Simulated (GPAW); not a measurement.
# Ta2NS2 MXene monolayer: work function by functional and basis, part 2 of 2

How far do functional and basis move the work function of Ta2NS2 MXene monolayer?

GPAW 26.7.0; GPAW, PAW setups; layer in a repeated cell with vacuum, relaxation of atoms and in-plane cell (the session's first sound run).

So far, upper work function (eV): step 3 (the slab's potential, PBE, GPAW) 5.07; step 4 (GPAW, PAW setups) 5.46; step 5 (revPBE) 4.97; step 6 (RPBE) 4.97.

## 7. OptPBE vdW: xc = "optPBE-vdW"

Level of this step: GPAW, PAW setups; slab in vacuum (GPAW).

The same geometry under optPBE-vdW, to see how far the functional moves the levels against the vacuum (the van der Waals functionals take revPBE setups).

Contents of run.py:

```python
import json
import numpy as np
from ase import Atoms
from gpaw import GPAW, PW

slab = Atoms(
    ['S', 'Ta', 'N', 'Ta', 'S'],
    positions=[
        [-0.00000, 1.90289, 9.00000],
        [1.64795, 0.95144, 10.59492],
        [-0.00000, -0.00000, 11.74018],
        [-0.00000, 1.90289, 12.88544],
        [1.64795, 0.95144, 14.48036]],
    cell=[[3.29589, -0.0, 0.0], [-1.64795, 2.85433, 0.0], [0.0, 0.0, 23.4804]],
    pbc=[True, True, False])

slab.calc = GPAW(mode=PW(500), xc='optPBE-vdW', kpts={'size': (12, 12, 1), 'gamma': True},
                 occupations={'name': 'fermi-dirac', 'width': 0.05}, nbands='160%',
                 convergence={'density': 1e-05}, maxiter=200,
                 poissonsolver={'dipolelayer': 'xy'},
                 symmetry={'tolerance': 1e-3}, txt='slab.txt')
result = {}
energy = slab.get_potential_energy()
fermi = slab.calc.get_fermi_level()
v = slab.calc.get_electrostatic_potential().mean((0, 1)) - fermi
n = slab.calc.get_pseudo_density().mean((0, 1))
L = slab.cell[2, 2]
z = np.arange(len(v)) * L / len(v)
low, high = slab.positions[:, 2].min(), slab.positions[:, 2].max()
below, above = np.interp([low - 6.8, high + 6.8], z, v)
slopes = [np.interp(x, z, np.gradient(v, z)) for x in (low - 6.8, high + 6.8)]
eps = np.array([[slab.calc.get_eigenvalues(k, s) for k in range(len(slab.calc.get_ibz_k_points()))]
                for s in range(slab.calc.get_number_of_spins())]) - fermi
top, bottom = eps[eps < 0].max(), eps[eps > 0].min()
dipole = slab.get_dipole_moment()[2]
print(f'energy {energy:.4f} eV, Fermi level {fermi:.4f} eV, dipole {dipole:.5f} e A')
print(f'potential 6.8 A off the faces, from the Fermi level: lower {below:.4f} eV, upper {above:.4f} eV')
print(f'slope of the potential there: lower {slopes[0]:.5f}, upper {slopes[1]:.5f} eV/A')
print(f'nearest levels on the mesh: {top:.4f} and {bottom:.4f} eV')
print('magnetic moment', round(slab.get_magnetic_moment(), 3))
result.update(energy=energy, fermi=fermi, dipole=dipole, below=below, above=above, slopes=slopes, edges=[top, bottom],
              z=z.tolist(), v=v.tolist(), n=n.tolist(), positions=slab.positions.tolist(),
              forces=slab.get_forces(apply_constraint=False).tolist(), moments=slab.get_magnetic_moments().tolist())
json.dump(result, open('result.json', 'w'))
```

On the command line:

```console
$ OMP_NUM_THREADS=1 OPENBLAS_NUM_THREADS=1 python run.py
```

The program printed:

```text
energy -87.6012 eV, Fermi level 0.1262 eV, dipole -0.00069 e A
potential 6.8 A off the faces, from the Fermi level: lower 5.3054 eV, upper 5.3178 eV
slope of the potential there: lower -0.00020, upper 0.00020 eV/A
nearest levels on the mesh: -0.0329 and 0.1510 eV
magnetic moment 0.0
```

The job ended after 2.2 min (1 thread of Arm Neoverse V1, shared host; peak memory 0.49 GiB).

Numbers from this step:

```yaml
levels_nearest_the_fermi_level_on_the_mesh: -0.03292, 0.1510 eV from the Fermi level
upper_work_function: 5.318 eV
lower_work_function: 5.305 eV
```

The electrostatic potential energy of an electron (without an applied field's), less the Fermi level, planar mean oscillates, so the rows of the table below give means over windows of 1.69 Å about each position, cut where the curve ends. Its maxima inside the range that stand out by 2 % of the span (Å: eV): 9.7: -6.28, 11.4: -10.4, 12.1: -10.4, 13.8: -6.27. Its minima: 9.0: -17.7, 10.6: -22.4, 11.7: -14.5, 12.9: -22.4, 14.5: -17.7.

Table of electrostatic potential energy of an electron (without an applied field's), less the Fermi level, planar mean by z; means over each step:

| z (Å) | electrostatic potential energy of an electron (without an applied field's), less the Fermi level, planar mean (eV) |
| --- | --- |
| 0.84 | 5.31 |
| 2.54 | 5.31 |
| 4.23 | 5.30 |
| 5.92 | 5.29 |
| 7.61 | 3.72 |
| 9.30 | -10.6 |
| 10.99 | -16.0 |
| 12.68 | -15.7 |
| 14.37 | -9.44 |
| 16.05 | 4.40 |
| 17.75 | 5.31 |
| 19.44 | 5.32 |
| 21.12 | 5.32 |
| 22.82 | 5.32 |

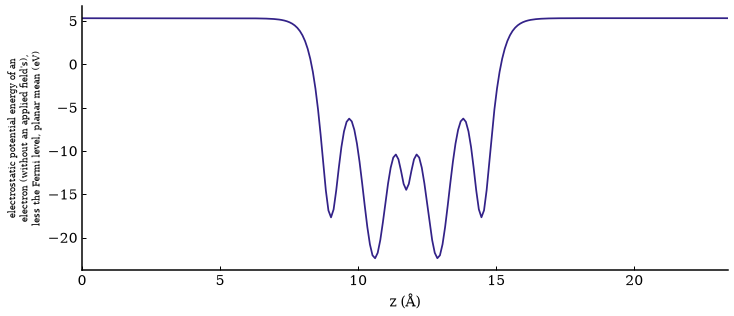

Electrostatic potential energy of an electron (without an applied field's), less the Fermi level, planar mean against z.

The upper face's work function is 5.318 eV, against 5.074 eV in the first plane-wave PBE run at this geometry.

## 8. Self-consistent run: xc = "LDA"

The same geometry under LDA, to see how far the functional moves the levels against the vacuum.

run.py, as its differences from that of step 7:

```diff
@@ -16,3 +16,3 @@
 
-slab.calc = GPAW(mode=PW(500), xc='optPBE-vdW', kpts={'size': (12, 12, 1), 'gamma': True},
+slab.calc = GPAW(mode=PW(500), xc='LDA', kpts={'size': (12, 12, 1), 'gamma': True},
                  occupations={'name': 'fermi-dirac', 'width': 0.05}, nbands='160%',
```

The program printed:

```text
energy -45.5121 eV, Fermi level 0.0129 eV, dipole -0.00069 e A
potential 6.8 A off the faces, from the Fermi level: lower 5.3295 eV, upper 5.3419 eV
slope of the potential there: lower -0.00020, upper 0.00020 eV/A
nearest levels on the mesh: -0.0340 and 0.1486 eV
magnetic moment 0.0
```

Elapsed: 1.9 min, on 1 thread; peak memory 0.28 GiB.

Numbers from this step:

| Item | Value |
| --- | --- |
| levels nearest the Fermi level on the mesh | -0.03401, 0.1486 eV from the Fermi level |
| upper work function | 5.342 eV |
| lower work function | 5.330 eV |

The electrostatic potential energy of an electron (without an applied field's), less the Fermi level, planar mean oscillates, so the rows of the table below give means over windows of 1.69 Å about each position, cut where the curve ends. Its maxima inside the range that stand out by 2 % of the span (Å: eV): 9.7: -5.97, 11.4: -10.1, 12.1: -10.0, 13.8: -5.96. Its minima: 9.0: -17.5, 10.6: -22.0, 11.7: -14.2, 12.9: -22.0, 14.5: -17.5.

Electrostatic potential energy of an electron (without an applied field's), less the Fermi level, planar mean against z; means over each step:

| z (Å) | electrostatic potential energy of an electron (without an applied field's), less the Fermi level, planar mean (eV) |
| --- | --- |
| 0.84 | 5.33 |
| 2.54 | 5.33 |
| 4.23 | 5.33 |
| 5.92 | 5.32 |
| 7.61 | 3.79 |
| 9.30 | -10.3 |
| 10.99 | -15.7 |
| 12.68 | -15.4 |
| 14.37 | -9.22 |
| 16.05 | 4.46 |
| 17.75 | 5.34 |
| 19.44 | 5.34 |
| 21.12 | 5.34 |
| 22.82 | 5.34 |

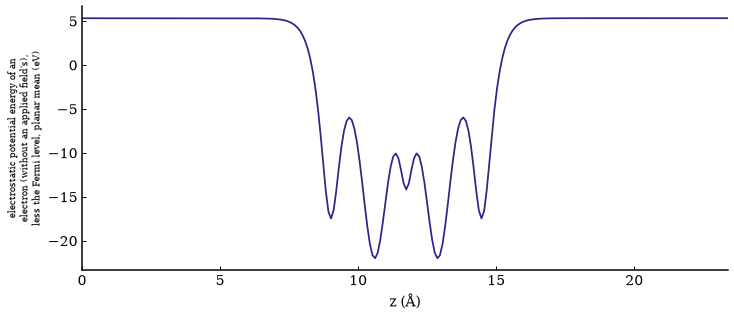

Electrostatic potential energy of an electron (without an applied field's), less the Fermi level, planar mean, plotted against z.

The upper face's work function is 5.342 eV, against 5.074 eV in the first plane-wave PBE run at this geometry.

## 9. Real-space grid: mode = "fd"

A real-space grid is a second complete basis, so it checks the plane-wave result.

run.py, as its differences from that of step 8:

```diff
@@ -3,3 +3,3 @@
 from ase import Atoms
-from gpaw import GPAW, PW
+from gpaw import GPAW
 
@@ -16,3 +16,3 @@
 
-slab.calc = GPAW(mode=PW(500), xc='LDA', kpts={'size': (12, 12, 1), 'gamma': True},
+slab.calc = GPAW(mode='fd', h=0.18, xc='PBE', kpts={'size': (12, 12, 1), 'gamma': True},
                  occupations={'name': 'fermi-dirac', 'width': 0.05}, nbands='160%',
```

The program printed:

```text
energy -41.5251 eV, Fermi level -5.0673 eV, dipole -0.00067 e A
potential 6.8 A off the faces, from the Fermi level: lower 5.0611 eV, upper 5.0735 eV
slope of the potential there: lower -0.00000, upper 0.00000 eV/A
nearest levels on the mesh: -0.0315 and 0.1480 eV
magnetic moment 0.0
```

Wall time 3.5 min (1 thread); peak memory 0.74 GiB.

This step gave:

| Item | Value |
| --- | --- |
| dipole along the normal | -6.66e-4 e·Å |
| levels nearest the Fermi level on the mesh | -0.03149, 0.1480 eV from the Fermi level |
| upper work function | 5.073 eV |
| lower work function | 5.061 eV |

The electrostatic potential energy of an electron (without an applied field's), less the Fermi level, planar mean oscillates, so the rows of the table below give means over windows of 1.69 Å about each position, cut where the curve ends. Its maxima inside the range that stand out by 2 % of the span (Å: eV): 9.7: -6.30, 11.4: -10.4, 12.1: -10.4, 13.8: -6.29. Its minima: 9.0: -17.6, 10.6: -22.4, 11.7: -14.4, 12.9: -22.4, 14.5: -17.6.

Electrostatic potential energy of an electron (without an applied field's), less the Fermi level, planar mean against z; means over each step:

| z (Å) | electrostatic potential energy of an electron (without an applied field's), less the Fermi level, planar mean (eV) |
| --- | --- |
| 0.84 | 5.06 |
| 2.54 | 5.06 |
| 4.23 | 5.06 |
| 5.92 | 5.05 |
| 7.61 | 3.54 |
| 9.30 | -10.6 |
| 10.99 | -16.0 |
| 12.68 | -15.7 |
| 14.37 | -9.50 |
| 16.05 | 4.21 |
| 17.75 | 5.07 |
| 19.44 | 5.07 |
| 21.12 | 5.07 |
| 22.82 | 5.07 |

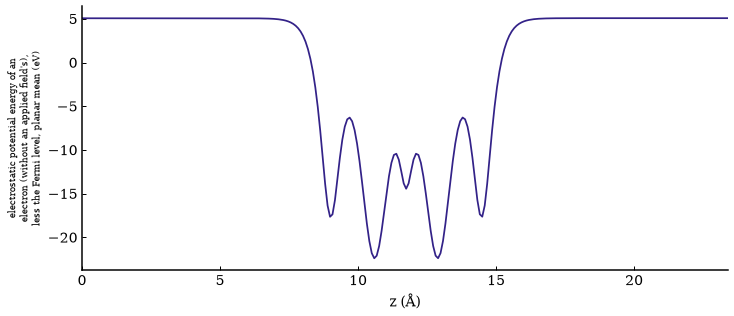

Electrostatic potential energy of an electron (without an applied field's), less the Fermi level, planar mean, plotted against z.

The upper face's work function is 5.073 eV, against 5.074 eV in the first plane-wave PBE run at this geometry.

## 10. Atomic orbitals: mode = "lcao"

Atom-centred orbitals end a few angstrom from the surface, which tests how much the density's tail matters.

run.py, as its differences from that of step 9:

```diff
@@ -16,4 +16,4 @@
 
-slab.calc = GPAW(mode='fd', h=0.18, xc='PBE', kpts={'size': (12, 12, 1), 'gamma': True},
-                 occupations={'name': 'fermi-dirac', 'width': 0.05}, nbands='160%',
+slab.calc = GPAW(mode='lcao', basis='dzp', h=0.18, xc='PBE', kpts={'size': (12, 12, 1), 'gamma': True},
+                 occupations={'name': 'fermi-dirac', 'width': 0.05}, nbands='120%',
                  convergence={'density': 1e-05}, maxiter=200,
```

The program printed:

```text
energy -39.9421 eV, Fermi level -5.1169 eV, dipole -0.00067 e A
potential 6.8 A off the faces, from the Fermi level: lower 5.1107 eV, upper 5.1231 eV
slope of the potential there: lower 0.00000, upper 0.00000 eV/A
nearest levels on the mesh: -0.0365 and 0.1656 eV
magnetic moment 0.0
```

Wall time 3.8 min (1 thread); peak memory 0.32 GiB.

This step gave:

```yaml
levels_nearest_the_fermi_level_on_the_mesh: -0.03652, 0.1656 eV from the Fermi level
upper_work_function: 5.123 eV
lower_work_function: 5.111 eV
```

The electrostatic potential energy of an electron (without an applied field's), less the Fermi level, planar mean oscillates, so the rows of the table below give means over windows of 1.69 Å about each position, cut where the curve ends. Its maxima inside the range that stand out by 2 % of the span (Å: eV): 9.7: -6.37, 11.4: -10.6, 12.1: -10.6, 13.8: -6.36. Its minima: 9.0: -17.6, 10.6: -22.5, 11.7: -14.7, 12.9: -22.5, 14.5: -17.6.

The electrostatic potential energy of an electron (without an applied field's), less the Fermi level, planar mean by z; means over each step:

| z (Å) | electrostatic potential energy of an electron (without an applied field's), less the Fermi level, planar mean (eV) |
| --- | --- |
| 0.84 | 5.11 |
| 2.54 | 5.11 |
| 4.23 | 5.11 |
| 5.92 | 5.11 |
| 7.61 | 3.62 |
| 9.30 | -10.6 |
| 10.99 | -16.2 |
| 12.68 | -15.9 |
| 14.37 | -9.50 |
| 16.05 | 4.28 |
| 17.75 | 5.12 |
| 19.44 | 5.12 |
| 21.12 | 5.12 |
| 22.82 | 5.12 |

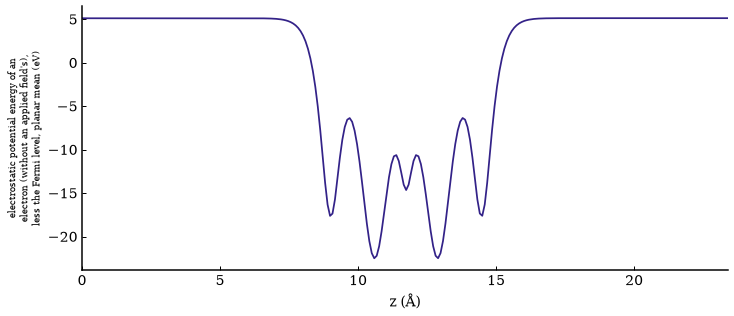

Electrostatic potential energy of an electron (without an applied field's), less the Fermi level, planar mean against z.

The upper face's work function is 5.123 eV, against 5.074 eV in the first plane-wave PBE run at this geometry.

## 11. Cost and result by level

Times are for 1 thread of Arm Neoverse V1, shared host. The series side by side:

| no. | run | upper work function (eV) | lower work function (eV) | time | memory (GiB) |
| --- | --- | --- | --- | --- | --- |
| 1 | pw | 5.074 | 5.061 | 1.9 min | 0.28 |
| 2 | vdW DF2 | 5.459 | 5.447 | 2.2 min | 0.49 |
| 3 | revPBE | 4.973 | 4.960 | 1.9 min | 0.28 |
| 4 | RPBE | 4.974 | 4.961 | 1.9 min | 0.28 |
| 5 | optPBE vdW | 5.318 | 5.305 | 2.2 min | 0.49 |
| 6 | LDA | 5.342 | 5.330 | 1.9 min | 0.28 |
| 7 | fd | 5.073 | 5.061 | 3.5 min | 0.74 |
| 8 | lcao | 5.123 | 5.111 | 3.8 min | 0.32 |

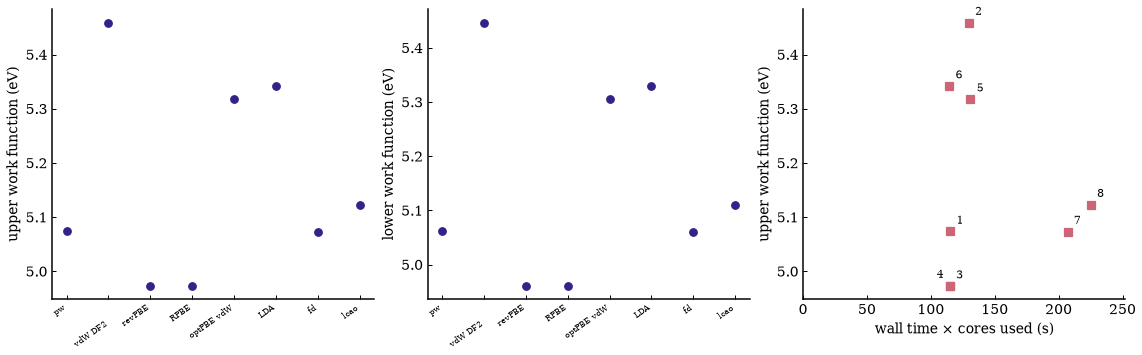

The series as plots; the last panel sets the first result against cost, with the runs numbered as in the table.

## 12. Side by side

Results and costs are gathered.

This step: comparison of work functions, dipole and cost (GPAW 26.7.0).

Ladder, by row:

| step | code | work function, upper (eV) | work function, lower (eV) | dipole (e Å) | wall time (s) | peak memory (GiB) | threads |
| --- | --- | --- | --- | --- | --- | --- | --- |
| pw | GPAW | 5.074 | 5.061 | -6.91e-4 | 115.2 | 0.28 | 1 |
| vdW-DF2 | GPAW | 5.459 | 5.447 | -6.92e-4 | 129.7 | 0.49 | 1 |
| revPBE | GPAW | 4.973 | 4.96 | -6.91e-4 | 114.8 | 0.28 | 1 |
| RPBE | GPAW | 4.974 | 4.961 | -6.91e-4 | 114.9 | 0.28 | 1 |
| optPBE-vdW | GPAW | 5.318 | 5.305 | -6.91e-4 | 130.9 | 0.49 | 1 |
| LDA | GPAW | 5.342 | 5.33 | -6.91e-4 | 114.4 | 0.28 | 1 |
| fd | GPAW | 5.073 | 5.061 | -6.66e-4 | 207 | 0.74 | 1 |
| lcao | GPAW | 5.123 | 5.111 | -6.66e-4 | 225.2 | 0.32 | 1 |

## 13. A changed run

One more run, with changed settings.

This step: GPAW, PAW setups; slab in vacuum (GPAW 26.7.0).

run.py, as its differences from that of step 10:

```diff
@@ -3,3 +3,3 @@
 from ase import Atoms
-from gpaw import GPAW
+from gpaw import GPAW, PW
 
@@ -16,5 +16,5 @@
 
-slab.calc = GPAW(mode='lcao', basis='dzp', h=0.18, xc='PBE', kpts={'size': (12, 12, 1), 'gamma': True},
-                 occupations={'name': 'fermi-dirac', 'width': 0.05}, nbands='120%',
-                 convergence={'density': 1e-05}, maxiter=200,
+slab.calc = GPAW(mode=PW(500), xc='PBE', kpts={'size': (12, 12, 1), 'gamma': True},
+                 occupations={'name': 'fermi-dirac', 'width': 0.05}, nbands='160%',
+                 convergence={'density': 1e-05}, maxiter=3,
                  poissonsolver={'dipolelayer': 'xy'},
```

The program printed:

```text
gpaw.KohnShamConvergenceError
```

Wall time 27 s (1 thread); peak memory 0.28 GiB.

No converged result was reached; the numbers in the log don't describe the system.

The fault put into the input: too few SCF iterations (maxiter = 3).

## 14. Results

```
work function, upper and lower face : 5.074 and 5.061 eV
dipole along the normal             : -6.9e-4 e Å
```

In words: With plane waves and PBE the work function is 5.07 eV on the upper face and 5.06 eV on the lower. Over the sound runs of the table the upper face's work function spans 4.973 (revPBE) to 5.459 eV (vdW-DF2). The starting lattice was a guess from atomic radii; the relaxation moved it by 4 %. The small printed dipole stands for a step of 13 meV from the lower to the upper face, and the probes find 12 meV; values this small are near the numerical noise of both. The cell holds an odd number of electrons, so without spin polarisation it must come out metallic and without a moment, whatever its true state. The layer's cell and atoms come from the relaxation; spin-orbit coupling and temperature are left out.

[Logs are printed without paths, hosts, clocks, repeated set-up lines and the standing remarks that a program may print on its own settings, such as how far it seeks lower states.]

[Hosts, paths, dates, database ids (printed as entryN), source tags and the programs' standing remarks are cut or masked in the printed files.]
